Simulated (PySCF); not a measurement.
# BLYP/aug-cc-pVDZ run of GePH4Cl (SMILES [PH2][GeH2][Cl])

Aim: the vertical singlet–triplet gap of GePH4Cl at BLYP/aug-cc-pVDZ, from 2 runs. The job is set up through a Python script.

The calculation is run with PySCF 2.14.0.

**1. The structure to begin with**

The species is GePH4Cl (7 atoms), meant as a singlet with charge 0. SMILES: `[PH2][GeH2][Cl]`. The shape comes from GFN2-xTB, which is rough for such elements, and wasn't checked as a minimum. This is one conformer, not always the lowest.

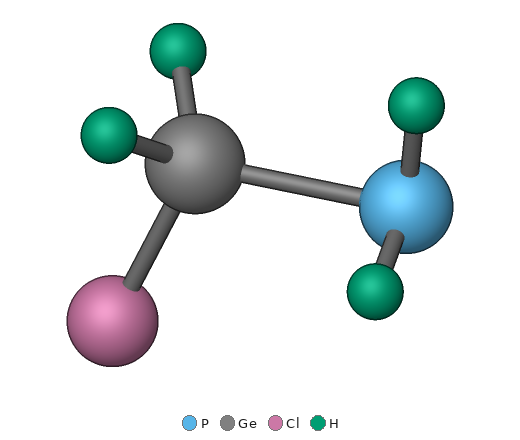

The structure, seen from a chosen angle (phosphorus blue, germanium grey, chlorine pink, hydrogen teal).

**2. A single-point energy at BLYP/aug-cc-pVDZ**

Input file input.py:

```python
from pyscf import gto, dft

molecule = gto.Mole()
molecule.atom = [
    ('P', (-0.848280, 0.159240, -1.350800)),
    ('Ge', (0.627510, -0.161770, 0.396700)),
    ('Cl', (1.884440, 1.522000, 0.563350)),
    ('H', (-1.663390, -0.887510, -0.937300)),
    ('H', (-1.581720, 1.096660, -0.630550)),
    ('H', (0.036210, -0.374130, 1.787390)),
    ('H', (1.545220, -1.354480, 0.171220)),
]
molecule.max_memory = 1860
molecule.verbose = 3
molecule.spin = 0
molecule.charge = 0
molecule.basis = 'aug-cc-pvdz'
molecule.build()

mf = dft.RKS(molecule, xc='blyp')
mf.grids.level = 7
mf.conv_tol = 1e-10
mf.kernel()
if not mf.converged:
    mf = mf.newton().run(mf.mo_coeff, mf.mo_occ)

e_final = mf.e_tot
print('Final energy', e_final)
```

Command:

```sh
$ OMP_NUM_THREADS=1 python input.py
```

The program printed:

```text
converged SCF energy = -2881.00360030537
Final energy -2881.00360030537
```

Run time: 84 s. Hardware: 1 thread of Arm Neoverse N1, shared host; peak memory 0.75 GiB.

**3. The triplet**

Input file mol.xyz:

```xyz
7

P     -0.848280     0.159240    -1.350800
Ge     0.627510    -0.161770     0.396700
Cl     1.884440     1.522000     0.563350
H     -1.663390    -0.887510    -0.937300
H     -1.581720     1.096660    -0.630550
H      0.036210    -0.374130     1.787390
H      1.545220    -1.354480     0.171220
```

Input file job.py:

```python
from pyscf import gto, dft

mol = gto.Mole()
mol.atom = 'mol.xyz'
mol.spin = 2
mol.basis = 'aug-cc-pvdz'
mol.verbose = 3
mol.charge = 0
mol.max_memory = 1860
mol.build()

mf = dft.UKS(mol, xc='blyp')
mf.grids.level = 7
mf.conv_tol = 1e-10
mf.kernel()
if not mf.converged:
    mf = mf.newton().run(mf.mo_coeff, mf.mo_occ)

etot = mf.e_tot
print('E(%s) = %.9f' % ('BLYP', etot))
```

Command:

```sh
$ OMP_NUM_THREADS=1 python job.py
```

The program printed:

```text
WARN: HOMO -0.0646804341803309 >= LUMO -0.272332028657796

WARN: HOMO -0.104507887978271 >= LUMO -0.176468669602486

WARN: HOMO -0.0693200198239543 >= LUMO -0.243733236249641

WARN: HOMO -0.0764296695315061 >= LUMO -0.253678773498752

WARN: HOMO -0.0768501283991272 >= LUMO -0.251721375673533

WARN: HOMO -0.0762061625419888 >= LUMO -0.250935998067019

WARN: HOMO -0.0761643633609808 >= LUMO -0.249690797036737

WARN: HOMO -0.0766375919915254 >= LUMO -0.250053676686472

WARN: HOMO -0.0764842162285211 >= LUMO -0.249775180557241

WARN: HOMO -0.0765243493271668 >= LUMO -0.249787709864793

WARN: HOMO -0.076533722489093 >= LUMO -0.249797953166243

WARN: HOMO -0.0765280795014496 >= LUMO -0.249790332825101

WARN: HOMO -0.0765284856722075 >= LUMO -0.2497916768891

WARN: HOMO -0.0765289908843472 >= LUMO -0.249791950858168

WARN: HOMO -0.0765289606922841 >= LUMO -0.249792111930366

converged SCF energy = -2880.81878790096  <S^2> = 2.0033801  2S+1 = 3.0022525
E(BLYP) = -2880.818787901
```

Run time: 3.2 min. Hardware: 1 thread of Arm Neoverse N1, shared host; peak memory 0.78 GiB.

**4. Summary of results**

Level: BLYP/aug-cc-pVDZ.

```
                                        quantity           value
                           singlet: total energy  -2881.00360 Eh
                          singlet: dipole moment          2.00 D
                            singlet: HOMO energy        -6.68 eV
                            singlet: LUMO energy        -1.42 eV
                          singlet: HOMO–LUMO gap         5.26 eV
                           triplet: total energy  -2880.81879 Eh
                          triplet: dipole moment          1.84 D
     triplet: HOMO energy (highest over α and β)        -2.08 eV
                                   triplet: ⟨S²⟩           2.003
vertical energy of the triplet above the singlet        5.029 eV
```

What this shows: At this shape the triplet lies 5.03 eV (485 kJ/mol) above the singlet.
